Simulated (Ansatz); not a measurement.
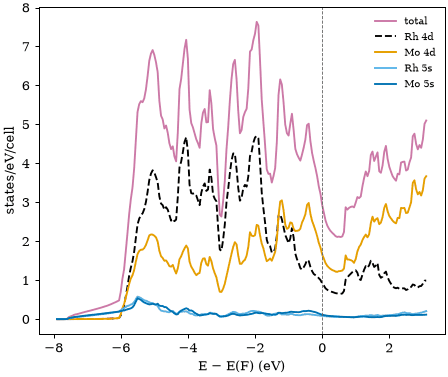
Figure: Total and projected density of states of MoRh in space group Pmma (No. 51; Mo on 2e, Rh on 2f), plane-wave PAW LDA (Ansatz code)

Task: Which orbitals carry the states next to the Fermi level?

Result: Within 0.5 eV of the Fermi level: Mo 4d 58 %, Rh 4d 30 %. Projections are on Löwdin-orthogonalised atomic valence shells; empty p or d shells of many metals are not among them.

Task: Where is the tallest occupied peak in this window, and what makes it?

Result: Near -1.9 eV, about 7.6 states/eV per cell; the largest projected share is Rh 4d.

The workflow started from a Materials Project entry (that database holds measured and hypothetical structures alike); the Crystallography Open Database copy checked does not list it. With Mo and Rh taken as one species the cell has the higher symmetry P6_3/mmc, so it may be an ordered model of a mixed-site phase. Whether it is the stable phase at ambient conditions was not checked. Symmetry was held in the LDA relaxation; of distortions, only those at the zone centre were tested. No spin polarisation was allowed. Scalar-relativistic: spin–orbit coupling is off unless named, which matters more the heavier the elements.

Potentials: the later of the program's two PAW sets.
